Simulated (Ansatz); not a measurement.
# Calculations on WH$_{2}$Cl$_{5}$F

## 1. Relaxation

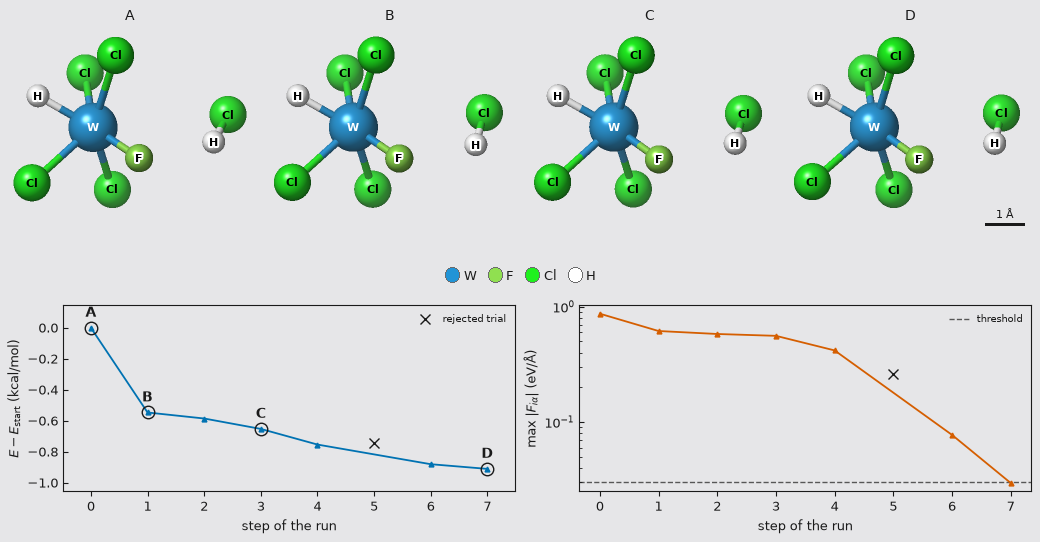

Frames of a relaxation of WH₂Cl₅F, marked on the history of the run. The picture is a ball-and-stick view, seen at a tilt.

The run prepares an end point of a later path (reaction) calculation, from a guessed geometry.

The calculation used RKS PBE/def2-SVP in Ansatz.

The input:
```yaml
crystal:
  periodic: [false, false, false]
  atoms:
    - { symbol: W, position_ang: [-0.136685, -0.026988, -0.011731] }
    - { symbol: F, position_ang: [0.045286, -0.26449, 1.841767] }
    - { symbol: Cl, position_ang: [1.698605, 1.353215, 0.352654] }
    - { symbol: H, position_ang: [-0.427648, 1.335482, -0.939489] }
    - { symbol: Cl, position_ang: [-2.254696, 0.770224, 0.426634] }
    - { symbol: Cl, position_ang: [-1.074864, -2.153304, -0.195711] }
    - { symbol: Cl, position_ang: [0.790459, -0.485841, -2.082935] }
    - { symbol: Cl, position_ang: [2.381533, -2.283387, 1.197376] }
    - { symbol: H, position_ang: [1.61121, -1.67561, 2.109237] }
basis:
  gaussian: { orbitals: def2-SVP }
hamiltonian:
  xc: pbe
relax:
  f_tol: 0.03
  max_steps: 50
```

Launched with:
```bash
ansatz run input.yaml --threads 4 --pin off --max-ram 5120MiB --backend cpu --events-out ev --progress --plain --runs-dir out
```

**Describe the path.**

After 6 accepted moves (7 points after the start) the energy has fallen by 0.91 kcal/mol. The largest force component goes from 0.87 to 0.03 eV/Å. The line search rejected the trial step at point 5 of the run. Cl8 moves most after the best rigid fit: 0.18 Å. By element the largest moves are Cl 0.18 Å, F 0.07 Å, H 0.07 Å, W 0.04 Å. Near-neighbour distances that change, for instance: W1–Cl8 3.591 → 3.393 Å, Cl8–H9 1.340 → 1.303 Å, W1–F2 1.877 → 1.913 Å, W1–Cl3 2.325 → 2.318 Å. Among the angles between lasting bonds that change: F2–W1–Cl7 145.0° → 147.2°. From step 0 to 1: Cl8 moves most (0.11 Å), energy −0.55 kcal/mol. From step 1 to 3: Cl8 moves most (0.05 Å), energy −0.11 kcal/mol. From step 3 to 7: Cl8 moves most (0.06 Å), energy −0.26 kcal/mol.

## 2. Relaxation

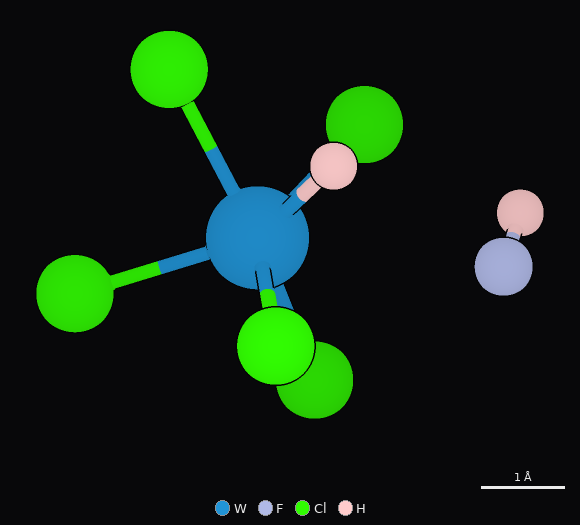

Starting structure of WH$_{2}$Cl$_{5}$F. Style: ball-and-stick. Shown face on.

The run prepares an end point of a later path (reaction) calculation, from a guessed geometry.

Level of theory: RKS PBE/def2-SVP (Ansatz 0.2.0).

Input file:
```yaml
crystal:
  periodic: [false, false, false]
  atoms:
    - { symbol: W, position_ang: [0.332123, -0.374812, -0.375777] }
    - { symbol: F, position_ang: [-0.442437, -0.537419, 2.568746] }
    - { symbol: Cl, position_ang: [2.037679, 1.102123, -1.066651] }
    - { symbol: H, position_ang: [0.587015, 0.801221, 0.794658] }
    - { symbol: Cl, position_ang: [-1.644125, 0.735751, -0.10236] }
    - { symbol: Cl, position_ang: [-0.702714, -2.429597, -0.122819] }
    - { symbol: Cl, position_ang: [-0.010891, -0.474861, -2.670986] }
    - { symbol: Cl, position_ang: [2.079508, -1.365531, 0.897335] }
    - { symbol: H, position_ang: [0.397041, -0.887575, 2.775655] }
basis:
  gaussian: { orbitals: def2-SVP }
hamiltonian:
  xc: pbe
relax:
  f_tol: 0.03
  max_steps: 50
```

Run as
```bash
ansatz run input.yaml --threads 4 --pin off --max-ram 5120MiB --backend cpu --events-out ev --progress --plain --runs-dir out
```

Q: Where does the relaxation end?

A: After 7 accepted moves (8 points after the start) the energy has fallen by 0.98 kcal/mol. The largest force component goes from 0.41 to 0.02 eV/Å. The line search rejected the trial step at point 7 of the run. H9 moves most after the best rigid fit: 0.33 Å. Largest moves by element: H 0.33 Å, F 0.25 Å, Cl 0.14 Å, W 0.12 Å. Among the contacts that change: W1–H9 3.194 → 2.817 Å, W1–F2 3.049 → 2.684 Å, F2–H9 0.933 → 0.953 Å, W1–Cl6 2.315 → 2.326 Å. Among the angles between lasting bonds that change: H4–W1–Cl6 127.9° → 132.3°, Cl7–W1–Cl8 128.3° → 126.1°, Cl5–W1–Cl8 140.8° → 142.9°. The run took 22 s on 4 threads of Arm Neoverse V2, with other jobs on the host, peak memory 0.25 GiB.

The structure at the end:

```xyz
9

W     0.2983   -0.3530   -0.2641
F    -0.3796   -0.5570    2.3250
Cl    2.0269    1.0801   -1.0106
H     0.5813    0.9056    0.8128
Cl   -1.6716    0.7882   -0.0806
Cl   -0.7313   -2.4243   -0.0180
Cl    0.0038   -0.5516   -2.5525
Cl    2.0533   -1.3212    1.0119
H     0.4520   -0.9974    2.4740
```

The end point in the same view:

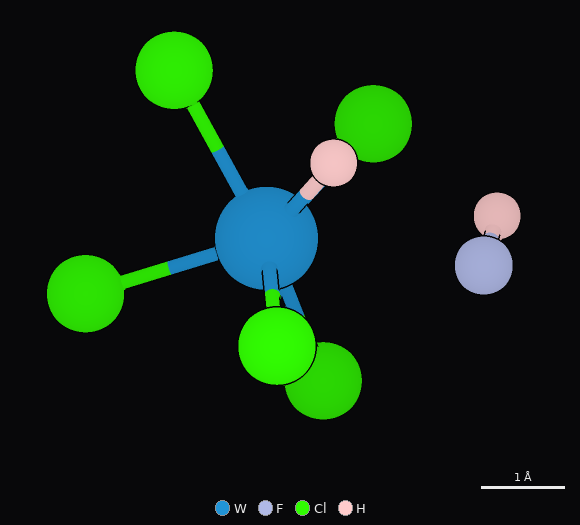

Limits of the set-up: the start holds two separate molecules, 2.4 Å apart at their closest, whose relative position is a soft coordinate and is computed without a dispersion correction.

## 3. Path

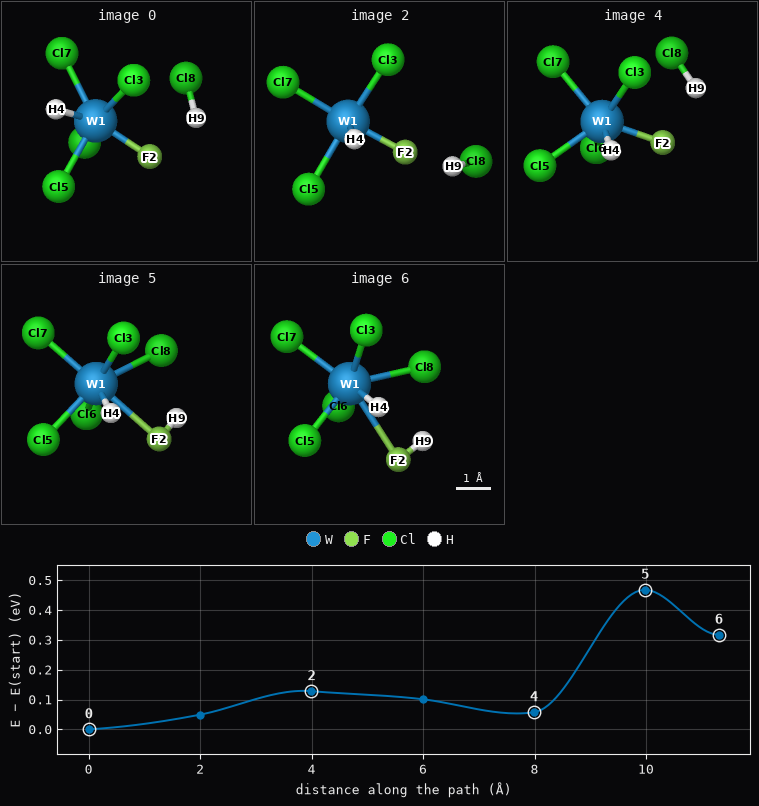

A search for the minimum-energy path of WH2Cl5F by the nudged elastic band. Images are numbered from 0 (start) to 6 (end). A ball-and-stick model, seen at a tilt.

Theory: Ansatz, RKS PBE/def2-SVP. Run with 5 movable images; climbing image; force threshold 0.03 eV/Å; iteration limit 60; starting path through a guess of the saddle point.

**What happens along the path, and what is the barrier?**

The path has more than one stage, and so few images may leave a stage unresolved. Breaking: Cl8–H9 (1.30 → 2.09 at the top → 2.19 Å). Forming: F2–H9 (2.18 → 0.97 at the top → 0.95 Å), W1–Cl8 (3.39 → 2.43 at the top → 2.38 Å). The highest point, image 5, lies 0.47 eV above the start and 0.15 eV above the end; the end is at +0.32 eV relative to the start. The profile has 2 maxima (images 2, 5) with a dip at image 4 (+0.06 eV), so the process runs in steps. The band converged in 42 iterations. The largest component of the band force went from 7.7 to 0.026 eV/Å. The climbing image converged on the top of the path. Its vibrational analysis gives one imaginary mode (58i cm⁻¹), as a transition state must have.
